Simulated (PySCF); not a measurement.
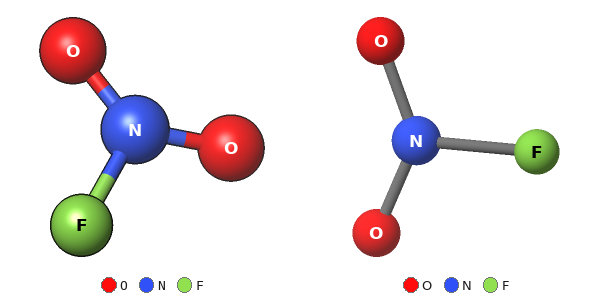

Two views of one molecule.

The geometry was computed by an optimisation with PBE0-D3(BJ)/def2-SVP. No frequency run is at hand to confirm it as a minimum.

Give the formula.

NO2F, 4 atoms: 1 nitrogen, 2 oxygen and 1 fluorine.

What is its SMILES?

O=[N+]([O-])F

Count the bonded pairs by element.

2 N–O, 1 F–N.

The parts below concern this one geometry. Atoms keep their numbers from picture to picture.

## Shape

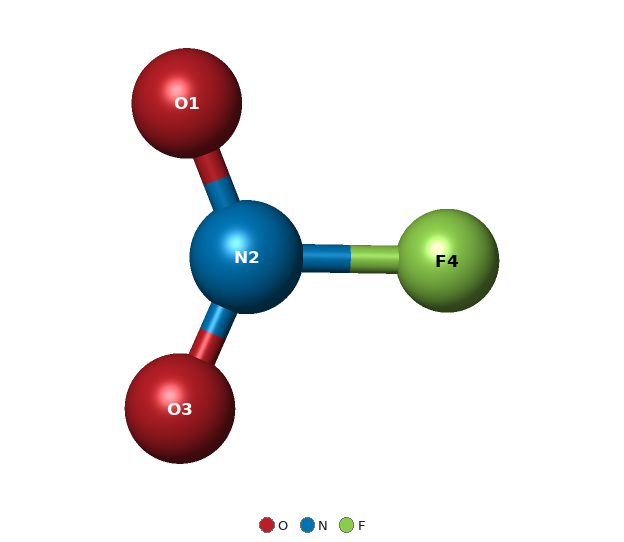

No frequency run is at hand to confirm it as a minimum.

How are the neighbours of atom 2 arranged?

N2 has 3 neighbours (O1 at 1.17, O3 at 1.17, F4 at 1.43 Å); the arrangement is trigonal planar.

## Quadrupole coupling

No frequency run is at hand to confirm it as a minimum. Electric field gradients from the ground-state density, PBE0/pcSseg-1 in dimethylsulfoxide (IEF-PCM) (PySCF 2.14.0), non-relativistic apart from any core potentials.

Give the largest field-gradient component, the quadrupole coupling constant and the asymmetry for 17O at O1 (Q = −25.6 mb), 14N at N2 (Q = 20.44 mb).

| atom | V_zz (a.u.) | e²qQ/h (MHz) | η |
| --- | --- | --- | --- |
| O1 | −2.017 | 12.13 | 0.77 |
| N2 | 0.412 | 1.98 | 0.45 |

## Levels of theory compared

No frequency run is at hand to confirm it as a minimum. Program: PySCF 2.14.0.

At this fixed geometry, give HOMO energy (eV) at these levels: BHandHLYP/aug-pcX-1 (pcseg-1 on H); PBE0/def2-SVPD; PBE0/def2-SVPD in dimethylsulfoxide (IEF-PCM); PBE0/def2-SVPD in methanol (IEF-PCM); PBE0/pcSseg-1 in dimethylsulfoxide (IEF-PCM); PBE0/pcSseg-1 in methanol (IEF-PCM).

```csv
level,HOMO energy (eV)
BHandHLYP/aug-pcX-1 (pcseg-1 on H),−12.43
PBE0/def2-SVPD,−10.58
PBE0/def2-SVPD in dimethylsulfoxide (IEF-PCM),−10.43
PBE0/def2-SVPD in methanol (IEF-PCM),−10.43
PBE0/pcSseg-1 in dimethylsulfoxide (IEF-PCM),−10.26
PBE0/pcSseg-1 in methanol (IEF-PCM),−10.26
```

## Excitation

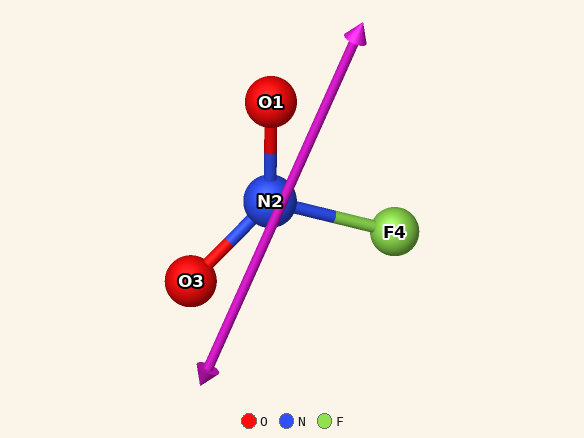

The double arrow shows the direction of the transition dipole to excited singlet state 3 (its length means nothing). No frequency run is at hand to confirm it as a minimum. Method: TDDFT PBE0/def2-SVPD, vertical, IEF-PCM methanol (non-equilibrium linear response), core orbitals frozen in the response (PySCF 2.14.0).

How is the transition polarised?

In the molecular plane, at 60° to the long direction O3···F4.

Give its energy, strength and character.

7.20 eV (172 nm), oscillator strength 0.029, mainly HOMO → LUMO+1 (weight 0.57); transition dipole 1.04 D.

## NMR shielding

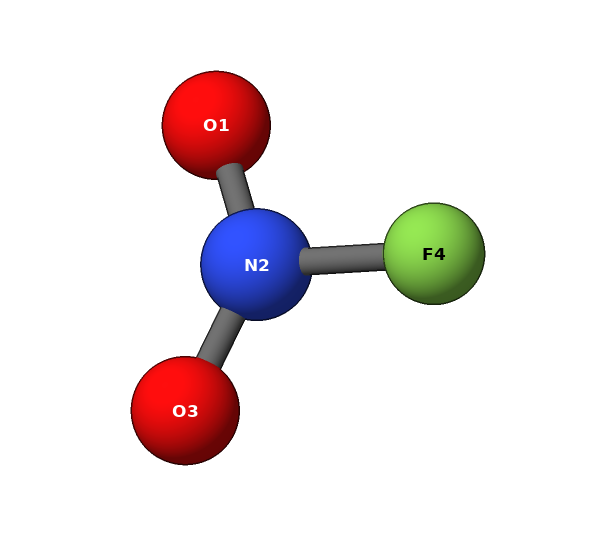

No frequency run is at hand to confirm it as a minimum. Level of theory: GIAO PBE0/pcSseg-1 NMR shielding, non-relativistic, IEF-PCM dimethylsulfoxide (PySCF 2.14.0). Principal shieldings σ11 ≤ σ22 ≤ σ33, span Ω = σ33 − σ11, skew κ = 3(σiso − σ22)/Ω.

Give the shielding tensors of the F atoms.

```csv
atom,σ11,σ22,σ33,σiso,Ω,κ
F4,−531.2,−404.3,387.2,−182.8,918.4,0.72
```

Shieldings and span in ppm.
